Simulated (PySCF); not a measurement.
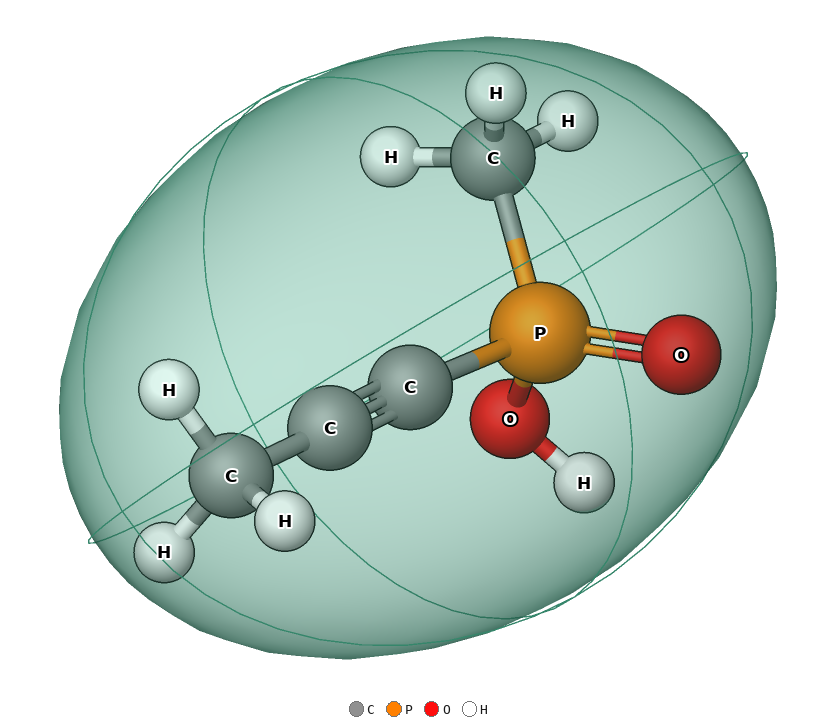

The ellipsoid shows the static dipole polarisability: its half-axes are proportional to the principal values. Computed geometry: GFN2-xTB optimisation. No frequency run is at hand to confirm it as a minimum. Level of theory: ωB97X-D/def2-SVPD (PySCF 2.14.0).

How large and how anisotropic is the polarisability?

Principal values 61.5, 67.1, 103.7 bohr³; mean 77.5 bohr³ (11.48 Å³); anisotropy 39.7 bohr³, so the longest axis is 1.69 times the shortest.

The geometry is semi-empirical. Around P such bond lengths and angles can be off by a tenth of an ångström or more and by several degrees, and values that hang on the shape move with them.
